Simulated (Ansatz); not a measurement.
**H₆N₂Si···HF: density, localisation and related maps**

```csv
atom,x (Å),y (Å),z (Å)
Si,-0.1089,-0.8581,0.0004
N,1.1109,0.0346,-0.9648
H,-0.6690,-2.0718,-0.6680
H,0.6701,-1.3023,1.1863
N,-1.4751,0.1592,0.2174
H,0.9406,1.6435,0.6790
F,0.4903,1.6692,1.4831
H,2.0401,-0.3746,-1.0217
H,0.8106,0.3428,-1.8873
H,-1.4039,0.9922,0.7887
H,-2.4057,-0.2346,0.1870
```

Not at a stationary point (largest force 1.5 eV/Å).

Method: Ansatz 0.2.0, RKS B3LYP/6-31G*.

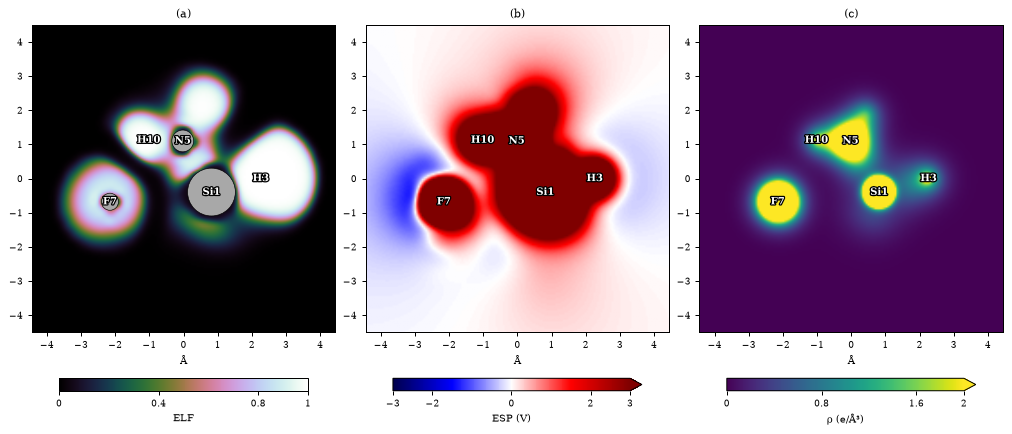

Figure 1. (a) ELF; (b) molecular electrostatic potential; (c) electron density on the plane of atoms H3, Si1 and N5. Grey discs cover the atomic cores in the ELF map.

> Read the bonding off the picture.

- The section cuts through Si, H, N and F sites.
- F7···H10 (2.13 Å): the density falls to about 0.12 e/Å³ on the way; the ELF dips to about 0.05 between them; a closed-shell contact with the geometry of a hydrogen bond.
- Si–N (1.72 Å): ρ at the midpoint is about 1.1 e/Å³; the ELF peaks at about 0.90 between the atoms (a polar covalent bond).
- N–H (1.01 Å): ρ at the midpoint is about 2.8 e/Å³; the ELF climbs to about 1 towards the hydrogen, as it does in any bond to H (an ordinary covalent bond to hydrogen).
- Si–H (1.49 Å): the density is about 0.78 e/Å³ at the midpoint; the ELF climbs to about 1 towards the hydrogen.
- The ELF also peaks beside F7, away from the bonds: lone-pair regions.
- Outside the dense part of the complex the potential is most negative (−1.3 V) near F7.

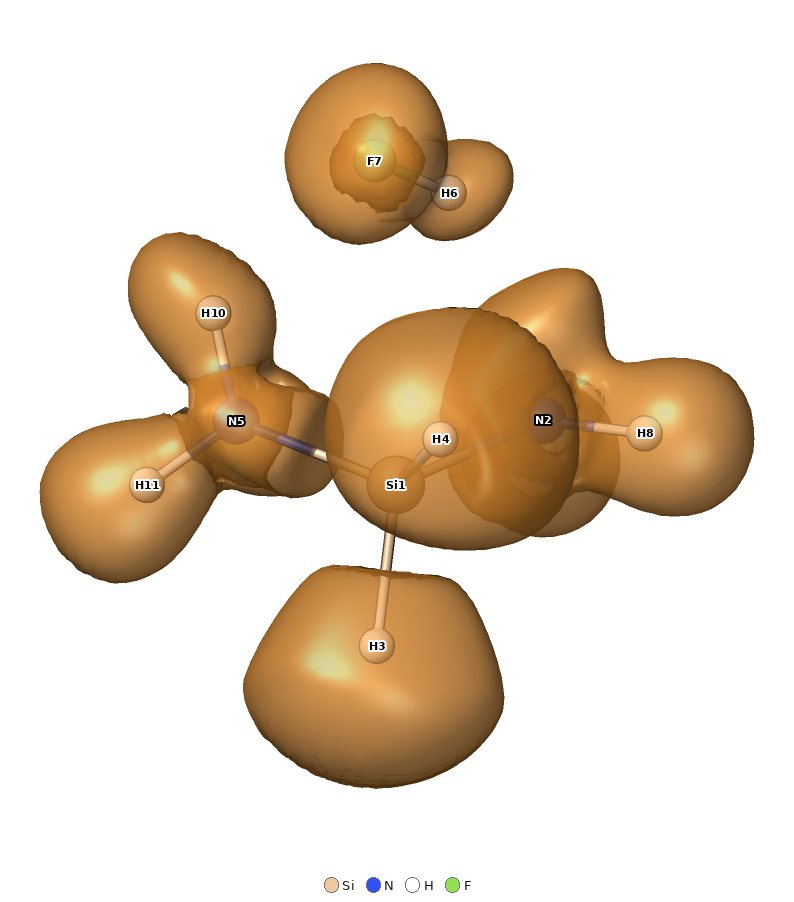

Figure 2. Isosurface of the ELF at 0.75 (orange), seen across its widest extent. Core shells and regions of very low density are left out.

> Describe the localisation domains.

The surface consists of two regions around hydrogen nuclei, one joined region spread over several atoms (F, H), in which their bonds and any lone pairs are merged and two joined regions spread over several atoms (H, N), in which their bonds and any lone pairs are merged.

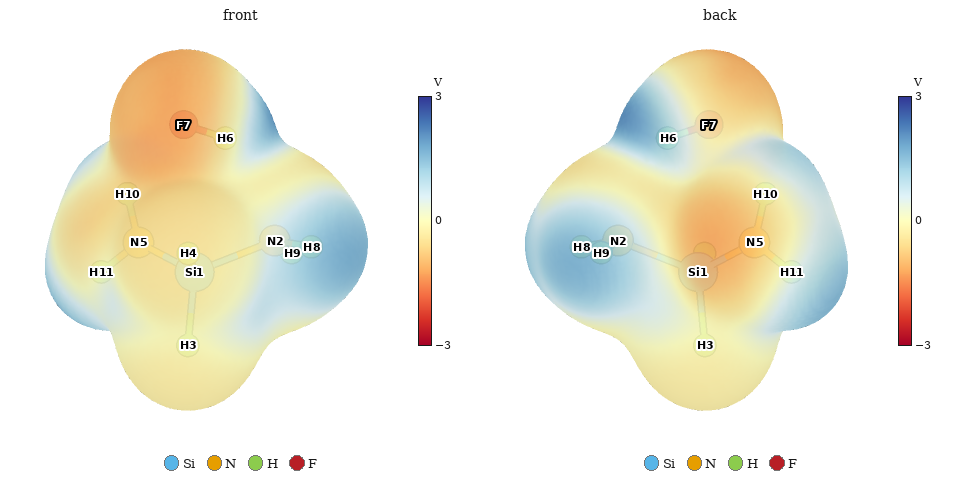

Figure 3. The electrostatic potential painted on the density surface at 0.002 e/bohr³, seen from the front and from behind; the colour scale runs from red (negative) to blue (positive).

> Where is the surface potential most negative and most positive?

The most negative region (about −1.3 V) lies over N5 and F7, the most positive (about +2.0 V) over H6.
